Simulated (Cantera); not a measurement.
Input: 1 mol AlCl3, a varied amount of O2, 3.2 mol H2, at 775 K and 42000 Pa.

Method: chemical equilibrium by Gibbs-energy minimisation in Cantera with the NASA 1993 tables (ideal gas, pure condensed phases). Candidate condensed phases: Al, AlCl3, Al2O3, H2O; 29 gas species. Condensed phases not in the tables: AlOCl. Equilibrium is a limit: real reactors are often held back by kinetics, nucleation or transport.

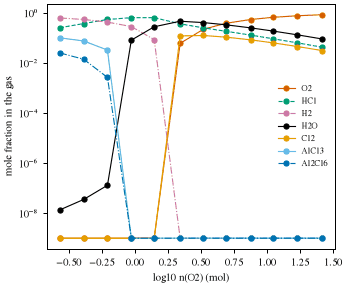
Figure. Equilibrium gas composition (values under 1e-9 drawn at 1e-9)

From 0.27 mol O2 to 26 mol O2 the condensed part is Al2O3(s).
